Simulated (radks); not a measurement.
# Atomic calculation for Tm²⁺

- system: Tm²⁺ (Z = 69, 67 electrons) in the configuration [Xe] 4f13 (high spin).
- method: scalar-relativistic Kohn-Sham, r2SCAN, spin-polarised, spherical densities, finite nucleus (the in-house radial solver radks)

Input:
```
Z 69
configuration [Xe] 4f13
relativity scalar-relativistic
functional r2scan,r2scan
spin polarised
nucleus finite rms 5.2256 fm
c 137.035999084
```

Energies in input and log are in hartree, lengths in bohr (the nuclear radius in fm).

Hardware: 1 CPU thread, shared host.

Log:
```
1s      1   1.0000       -2181.93980668
2s      1   1.0000        -369.43205685
2p      1   3.0000        -326.13808539
3s      1   1.0000         -83.76561866
3p      1   3.0000         -70.58991419
3d      1   5.0000         -54.30590838
4s      1   1.0000         -17.11517684
4p      1   3.0000         -12.76691024
4d      1   5.0000          -6.96570652
4f      1   7.0000          -0.65316182
5s      1   1.0000          -2.56027897
5p      1   3.0000          -1.56080704
1s      2   1.0000       -2181.93975549
2s      2   1.0000        -369.43198207
2p      2   3.0000        -326.13792012
3s      2   1.0000         -83.74426760
3p      2   3.0000         -70.56853803
3d      2   5.0000         -54.28954061
4s      2   1.0000         -17.07101664
4p      2   3.0000         -12.72316877
4d      2   5.0000          -6.92217352
4f      2   6.0000          -0.61503334
5s      2   1.0000          -2.54113558
5p      2   3.0000          -1.54843719
Etot -13566.741948768922
Ekin 14743.88485999429
Encl -33308.875340712686
Eh 5283.593181446078
Exc -285.34464949660475
err 3.1736193269663244e-06
it 13
```

Orbitals:

| orbital | occupation | energy (eV) | ⟨r⟩ (bohr) | outer maximum (bohr) |
| --- | --- | --- | --- | --- |
| 1s up | 1 | −59373.6 | 0.02001 | 0.0126 |
| 1s down | 1 | −59373.6 | 0.02001 | 0.0126 |
| 2s up | 1 | −10052.8 | 0.08486 | 0.0719 |
| 2s down | 1 | −10052.8 | 0.08486 | 0.0719 |
| 2p up | 3 | −8874.7 | 0.07542 | 0.0585 |
| 2p down | 3 | −8874.7 | 0.07542 | 0.0585 |
| 3s up | 1 | −2279.4 | 0.2207 | 0.203 |
| 3s down | 1 | −2278.8 | 0.2206 | 0.203 |
| 3p up | 3 | −1920.8 | 0.2201 | 0.200 |
| 3p down | 3 | −1920.3 | 0.2201 | 0.200 |
| 3d up | 5 | −1477.7 | 0.1999 | 0.163 |
| 3d down | 5 | −1477.3 | 0.1999 | 0.163 |
| 4s up | 1 | −465.728 | 0.4981 | 0.465 |
| 4s down | 1 | −464.526 | 0.4981 | 0.465 |
| 4p up | 3 | −347.405 | 0.5285 | 0.486 |
| 4p down | 3 | −346.215 | 0.5285 | 0.486 |
| 4d up | 5 | −189.547 | 0.5720 | 0.502 |
| 4d down | 5 | −188.362 | 0.5722 | 0.501 |
| 5s up | 1 | −69.669 | 1.231 | 1.09 |
| 5s down | 1 | −69.148 | 1.235 | 1.10 |
| 5p up | 3 | −42.472 | 1.454 | 1.25 |
| 5p down | 3 | −42.135 | 1.460 | 1.26 |
| 4f up | 7 | −17.773 | 0.7913 | 0.497 |
| 4f down | 6 | −16.736 | 0.8017 | 0.498 |

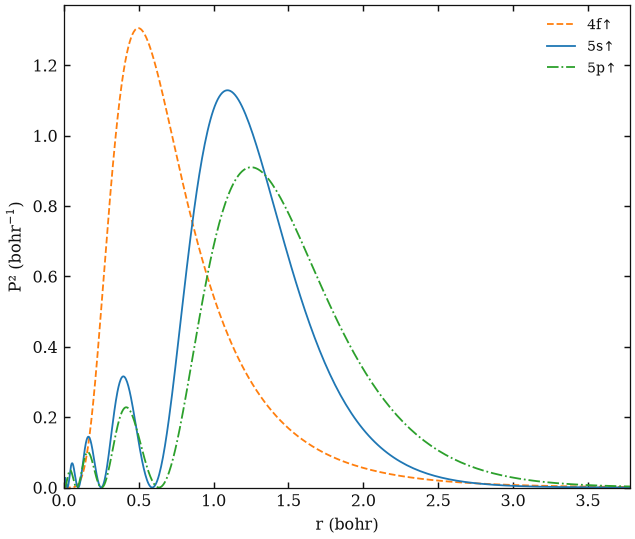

Figure 1. The radial probability densities P² of 4f up, 5s up and 5p up. 4f up: outer maximum at 0.497 bohr, ⟨r⟩ = 0.791 bohr, 0 nodes, eigenvalue −17.8 eV; 5s up: outer maximum at 1.09 bohr, ⟨r⟩ = 1.23 bohr, 4 nodes, eigenvalue −69.7 eV; 5p up: outer maximum at 1.25 bohr, ⟨r⟩ = 1.45 bohr, 3 nodes, eigenvalue −42.5 eV. The innermost lobes are too small to be seen at this scale.

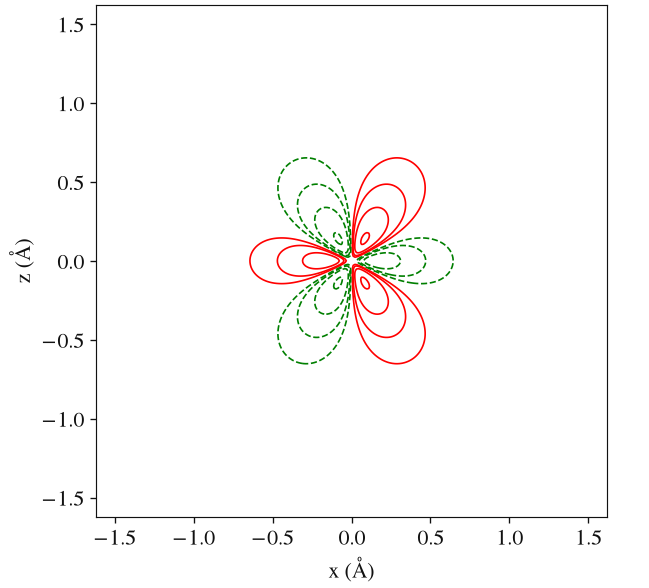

Figure 2. One occupied orbital of down spin is shown. In the xz plane through the nucleus, contours of ψ are drawn, solid for positive and dashed for negative values, each about twice the one before. (1 bohr = 0.529 Å.) The radial function comes from the spherical calculation and is multiplied by a real spherical harmonic; the overall sign is chosen so that the largest lobe of P(r) is positive; at the scalar-relativistic level it is the large component. It is 4f(xz²) of down spin. It has the nodal plane yz and two cones about z and no radial node. The maximum of P² lies at 0.498 bohr, ⟨r⟩ = 0.802 bohr, 90 % of the charge lies within 1.41 bohr, and the eigenvalue is −16.7 eV, with 6 electrons in the shell for this spin.

Summary:

- outcome: converged
- total energy: −13566.7419 hartree
- kinetic energy: 14743.8849 hartree
- electron–nucleus energy: −33308.8753 hartree
- Hartree energy: 5283.5932 hartree
- exchange–correlation energy: −285.344649 hartree
- radius at density 0.001 e/bohr³: 3.29 bohr
- SCF iterations: 13
